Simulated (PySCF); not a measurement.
CO, SMILES `[C-]#[O+]`.

Computed with PySCF, HF/6-311+G**, geometry: GFN2-xTB. No frequency check shows the geometry to be a minimum.

Coordinates in Å:

```
C1       0.6442    0.0000    0.0000
O2      -0.4831    0.0000    0.0000
```

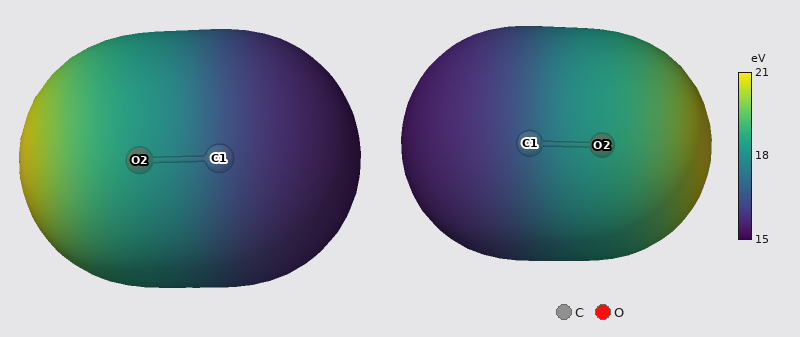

Average local ionisation energy on the surface of electron density 0.001 a.u. (back view left, front view right).

**Where are the most loosely bound electrons on this surface?**

The lowest value is 15.3 eV, 2.0 Å from C1. For comparison, the highest occupied orbital lies at −15.1 eV.

The PySCF run took 0.62 s on 1 thread of Intel(R) Xeon(R) 6975P-C (Granite Rapids), with other jobs on the host, peak memory 0.17 GiB.
